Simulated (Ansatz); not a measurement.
# B3LYP/6-31G(d) (Cartesian functions) run of H2S2 (SMILES SS)

Aim: the vertical ionisation energy of H2S2 at B3LYP/6-31G* (Cartesian functions), from 2 runs. 

The calculation is run with Ansatz 0.2.0.

## (1) Starting point

The species is H2S2 (4 atoms), meant as a singlet with charge 0. As SMILES, `SS`. Geometry: relaxed at PBE0-D4/def2-TZVP.

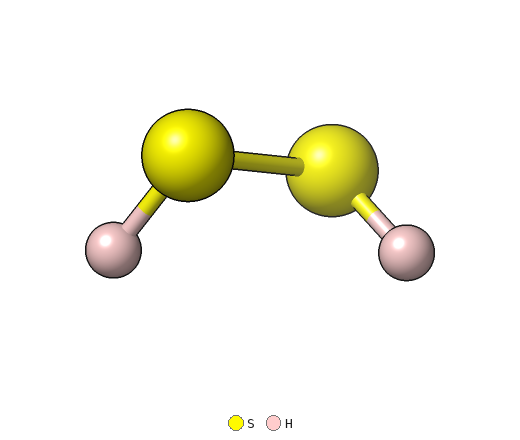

Viewed from a chosen angle; sulfur yellow, hydrogen pink.

## (2) The energy at B3LYP/6-31G(d) (Cartesian functions)

job.yaml

```yaml
crystal:
  periodic: [false, false, false]
  atoms:
    - {symbol: S, position_ang: [0.784480, -0.789210, 0.166690]}
    - {symbol: S, position_ang: [0.060220, 1.121560, 0.067360]}
    - {symbol: H, position_ang: [-0.225420, -1.352590, 0.856880]}
    - {symbol: H, position_ang: [-0.619290, 1.020250, -1.090950]}
basis:
  gaussian: {orbitals: "6-31G*"}
hamiltonian: {xc: {name: B3LYP}}
accuracy: high
output: {orbitals: {seedname: orbitals}}
```

Started as:

```console
$ ansatz run job.yaml --threads 1 --pin off --max-ram 3480MiB --events-out events.jsonl --progress --plain --runs-dir runs
```

Output:

```text
Warning: RAYON_NUM_THREADS=1 ignored (pool sized by the plan → 1); use --threads N
Functional definition: B3LYP
  name "B3LYP"
  parameter a0 = 0.2
  parameter ax = 0.72
  parameter ac = 0.81
  exchange = (1 - a0 - ax)*slater_x + ax*b88_x + a0*exact_x
  correlation = (1 - ac)*vwn_rpa_c + ac*lyp_c
776 factors; integrals over basis functions are off by at most 3.1e-9 eV
mean field evaluation 1: about -21702.5674 eV, gradient 9.9e0 eV
mean field evaluation 2: about -21702.6976 eV, gradient 8.4e0 eV
mean field evaluation 4: about -21702.9022 eV, gradient 1.0e0 eV
mean field evaluation 8: about -21703.0081 eV, gradient 9.8e-3 eV
mean field evaluation 16: about -21703.0082 eV, gradient 2.9e-6 eV
mean field -21703.00815710 eV, -797.5708389462 hartree, gradient 2.7e-8 eV, S^2 0.000000; 0 other end points of the search recorded, 0 dependent functions left out
reference -21703.00818697 eV, -797.5708400439 hartree; 17, 17 occupied and 25, 25 virtual orbitals, 776 factors
Total energy: -21703.00818697 eV, -797.5708400439 hartree
```

Run time: 1.7 s. Hardware: 1 thread of Arm Neoverse V2, shared host; peak memory 0.1 GiB.

## (3) The doublet cation at the same level

molecule.yaml

```yaml
basis:
  gaussian:
    orbitals: "6-31G*"
crystal:
  periodic: [false, false, false]
  atoms:
    - symbol: S
      position_ang: [0.784480, -0.789210, 0.166690]
    - symbol: S
      position_ang: [0.060220, 1.121560, 0.067360]
    - symbol: H
      position_ang: [-0.225420, -1.352590, 0.856880]
    - symbol: H
      position_ang: [-0.619290, 1.020250, -1.090950]
magnetization:
  spin_polarized: true
  initial_magnetization: 1
hamiltonian:
  xc: {name: B3LYP}
accuracy: high
total_charge: 1
output: {orbitals: {seedname: orbitals}}
```

Started as:

```console
$ ansatz run molecule.yaml --threads 1 --pin off --max-ram 3480MiB --events-out events.jsonl --progress --plain --runs-dir runs
```

Output:

```text
Warning: RAYON_NUM_THREADS=1 ignored (pool sized by the plan → 1); use --threads N
Functional definition: B3LYP
  name "B3LYP"
  parameter a0 = 0.2
  parameter ax = 0.72
  parameter ac = 0.81
  exchange = (1 - a0 - ax)*slater_x + ax*b88_x + a0*exact_x
  correlation = (1 - ac)*vwn_rpa_c + ac*lyp_c
776 factors; integrals over basis functions are off by at most 3.1e-9 eV
mean field evaluation 1: about -21691.8220 eV, gradient 1.3e1 eV
mean field evaluation 2: about -21692.1702 eV, gradient 1.1e1 eV
mean field evaluation 4: about -21692.9182 eV, gradient 5.8e-1 eV
mean field evaluation 8: about -21693.0258 eV, gradient 2.7e-2 eV
mean field evaluation 16: about -21693.0258 eV, gradient 9.9e-4 eV
mean field evaluation 32: about -21693.0258 eV, gradient 2.4e-8 eV
mean field -21693.02578075 eV, -797.2039933817 hartree, gradient 2.4e-8 eV, S^2 0.754093; 3 other end points of the search recorded, 0 dependent functions left out
reference -21693.02581029 eV, -797.2039944671 hartree; 17, 16 occupied and 25, 26 virtual orbitals, 776 factors
Total energy: -21693.02581029 eV, -797.2039944671 hartree
```

It took 7.5 s on 1 thread of Arm Neoverse V2, shared host; peak memory 0.15 GiB.

## (4) Outcome

Level: B3LYP/6-31G* (Cartesian functions).

| quantity | value |
| --- | --- |
| singlet H2S2: total energy | -797.57084 Eh |
| singlet H2S2: HOMO energy | -7.27 eV |
| singlet H2S2: LUMO energy | -1.11 eV |
| singlet H2S2: HOMO–LUMO gap | 6.17 eV |
| doublet cation: total energy | -797.20399 Eh |
| doublet cation: HOMO energy (highest over α and β) | -14.13 eV |
| doublet cation: LUMO energy (lowest over α and β) | -12.70 eV |
| doublet cation: ⟨S²⟩ | 0.754 |
| vertical ionisation energy (to the doublet cation) | 9.982 eV |

In words: The vertical ionisation energy comes to 9.98 eV (963 kJ/mol). −ε(HOMO) before ionisation, 7.27 eV, is 2.71 eV below this ionisation energy.
